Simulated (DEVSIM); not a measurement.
System: Au/SiO2/p-InP capacitor, at 300 K.

```tsv
layer (left to right)	material	thickness (nm)	Na (cm⁻³)
1	SiO2	15.0	-
2	InP	510	3e18
```

Metal gate on the left, work function 5.1 eV. Fixed charge at the semiconductor interface 1.1e12 cm⁻² (in units of +e); no interface traps.

This is a model device: material constants are rounded textbook-type values typed into the input, and sizes, dopings and lifetimes were drawn at random. Values at 300 K.

```csv
parameter,SiO2,InP
gap (eV),9,1.344
affinity (eV),0.9,4.38
permittivity,3.9,12.5
Nc (cm⁻³),-,5.7e17
Nv (cm⁻³),-,1.1e19
```

Model (solved in DEVSIM): 1D Poisson equation in equilibrium, Boltzmann statistics, complete ionisation; no quantum confinement or tunnelling. Metal contacts follow the ideal Schottky-Mott rule: no Fermi-level pinning, no interface dipoles.

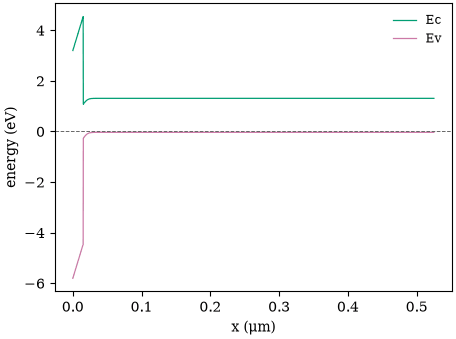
Figure: Band edges at 1.0 V on the gate

Energies count from the Fermi level of the right contact; mesh points crowd at the junctions.

```tsv
x (μm)	Ec (eV)	Ev (eV)	n (cm⁻³)	p (cm⁻³)	field (V/cm)
0.000	3.200	-5.800	< 1e2	< 1e2	900000
0.001064	3.295	-5.705	< 1e2	< 1e2	900000
0.002825	3.453	-5.547	< 1e2	< 1e2	900000
0.006063	3.743	-5.257	< 1e2	< 1e2	900000
0.01122	4.205	-4.795	< 1e2	< 1e2	900000
0.01346	4.406	-4.594	< 1e2	< 1e2	900000
0.01469	4.515	-4.485	< 1e2	< 1e2	900000
0.01605	1.107	-0.237	< 1e2	1.1e15	390000
0.01804	1.176	-0.168	< 1e2	1.7e16	310000
0.02209	1.266	-0.078	< 1e2	5.4e17	140000
0.03004	1.308	-0.036	< 1e2	2.8e18	9100
0.05280	1.310	-0.034	< 1e2	3.0e18	≈ 0
0.08781	1.310	-0.034	< 1e2	3.0e18	≈ 0
0.1591	1.310	-0.034	< 1e2	3.0e18	≈ 0
0.3371	1.310	-0.034	< 1e2	3.0e18	≈ 0
0.4299	1.310	-0.034	< 1e2	3.0e18	≈ 0
0.4771	1.310	-0.034	< 1e2	3.0e18	≈ 0
0.5003	1.310	-0.034	< 1e2	3.0e18	≈ 0
0.5154	1.310	-0.034	< 1e2	3.0e18	≈ 0
0.5207	1.310	-0.034	< 1e2	3.0e18	≈ 0
0.5234	1.310	-0.034	< 1e2	3.0e18	≈ 0
0.5250	1.310	-0.034	< 1e2	3.0e18	≈ 0
```
